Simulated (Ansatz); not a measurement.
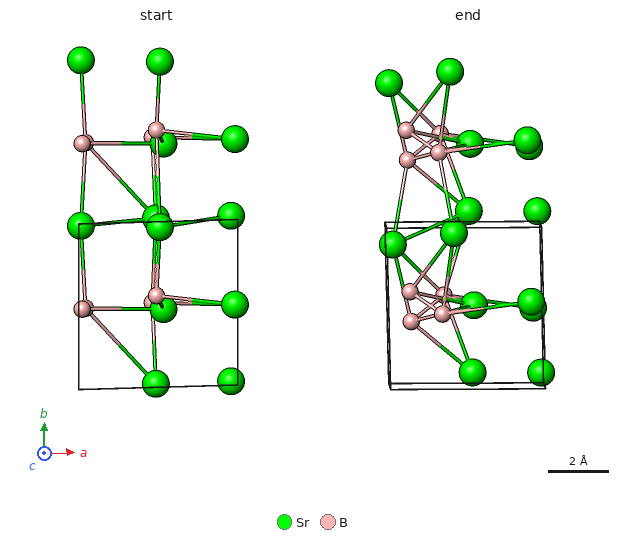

The structure of crystalline Sr$_{3}$B$_{2}$ (a generated structure, set up in P1) (coarse preliminary run) before (left) and after (right) a relaxation, at one scale.

The picture is a ball-and-stick view of the cell of the calculation, repeated 1 × 2 × 1 with one cell outlined, seen along the c axis.

Level of theory: Ansatz, DFT PBE, scalar-relativistic, plane waves, PAW. Set-up: plane-wave cutoff 420 eV; k-point mesh 4 × 4 × 4; occupations gaussian; smearing width 0.2 eV; no spin polarisation; cell and atoms relaxed; force threshold 0.025 eV/Å; at most 60 steps.

Question: What changed between the two?

Answer: The run was cut off at its time limit before the relaxation converged, so the last structure is only a point on the way. The energy falls by 831 meV per atom in 6 geometry steps. The largest force component goes from 2.6 to 1.8 eV/Å. The pressure goes from 1.15 to 1.01 GPa. The atom that moves furthest relative to the cell is a B atom (0.98 Å roughly along [−3 −3 −1]). Largest moves by element: B 0.98 Å, Sr 0.59 Å. The drawn cell changes as follows: a 5.390 → 5.241 Å (−2.8 %), b 5.603 → 5.466 Å (−2.4 %), c 9.333 → 9.570 Å (+2.5 %), α 90.3° → 87.8°, β 90.2° → 91.0°, γ 88.4° → 91.1°; the volume changes by −2.8 %. Some distances before and after: B–Sr 4.461 → 2.983 Å, B–B 2.862 → 1.544 Å, B–B 2.888 → 1.679 Å, B–Sr 4.164 → 2.978 Å. New bonds form: B–B (2.86 → 1.54 Å), B–B (2.89 → 1.68 Å). Among the angles between lasting bonds that change: B–Sr–B 170.2° → 136.8°, Sr–Sr–B 98.1° → 127.5°, B–Sr–B 58.6° → 86.8°. The space group stays P1 (No. 1).
